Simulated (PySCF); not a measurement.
## Electronic structure of C$_{2}$H$_{9}$NO$_{2}$Si$_{2}$ in real space

```xyz
16

C     2.0342    1.6019    0.1036
N     1.3361    0.6890    0.6091
C     1.4689   -0.6562    0.1803
Si   -0.1600   -1.1072   -0.7636
Si   -1.8405   -0.4315    0.6452
O    -3.1855   -0.3171   -0.2605
O    -1.5145    1.0520    1.2374
H     1.8667    2.6200    0.4229
H     2.8143    1.4352   -0.6457
H     2.3644   -0.8293   -0.4312
H     1.5252   -1.2864    1.0693
H    -0.0349   -0.4368   -2.0703
H    -0.0579   -2.5482   -1.0357
H    -2.1303   -1.2985    1.7988
H    -3.8958    0.2573    0.0134
H    -0.5979    1.2646    1.4241
```

Geometry: GFN2-xTB.

Theory: PBE0/def2-SVPD, SCF density, gas phase (PySCF).

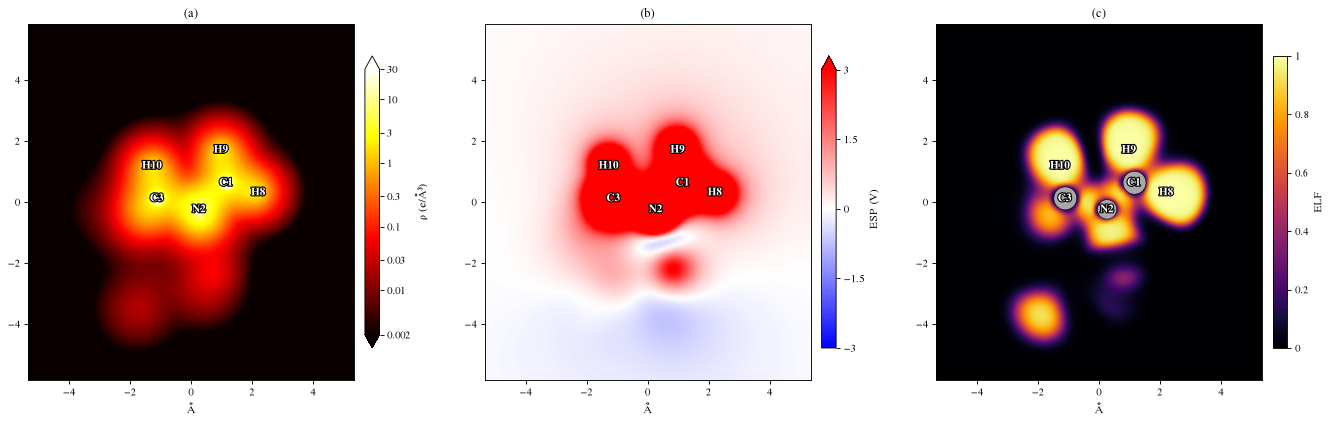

Figure 1. (a) total electron density; (b) electrostatic potential; (c) electron localisation function on the plane of atoms H8, C1 and H9. Grey discs cover the atomic cores in the ELF map.

Interpret the plot.

Answer. The plane passes through C, N and H nuclei. C–N (1.26 Å): the density is about 2.9 e/Å³ at the midpoint; the ELF peaks at about 0.90 between the atoms (a multiple bond). C–N (1.42 Å): ρ is about 2.1 e/Å³ halfway; the ELF peaks at about 0.95 between the atoms; a shared electron pair. C–H (1.08 Å): the density is about 2 e/Å³ at the midpoint; the ELF climbs to about 1 towards the hydrogen, as it does in any bond to H: an ordinary covalent bond to hydrogen. Outside the dense part of the molecule the potential is most negative (−0.7 V) near O7, which lies off the plane.

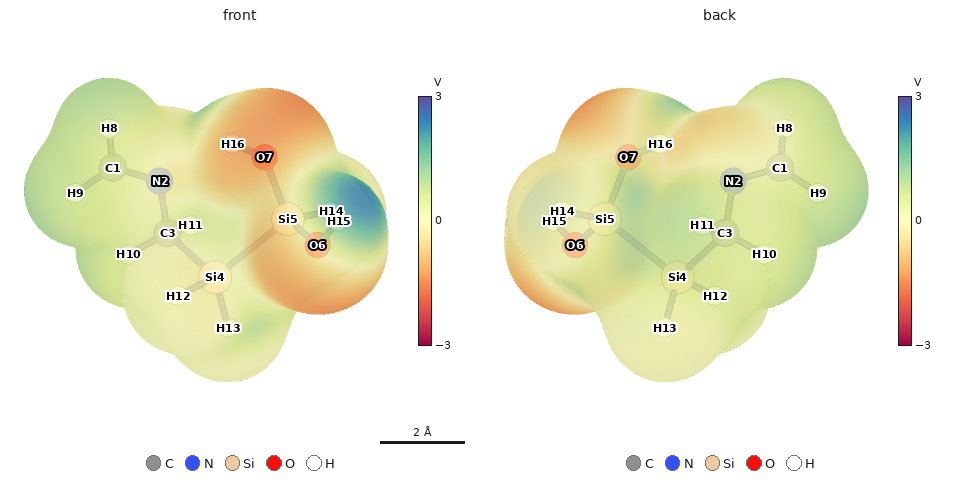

Figure 2. The molecular electrostatic potential painted on the density surface at 0.002 e/bohr³, seen from the front and from behind; the colour scale runs from red (negative) to blue (positive).

Describe the electrostatic potential map.

Answer. The most negative region (about −1.4 V) lies over O7, the most positive (about +2.3 V) over H15. O7 is the likeliest acceptor of a hydrogen bond.
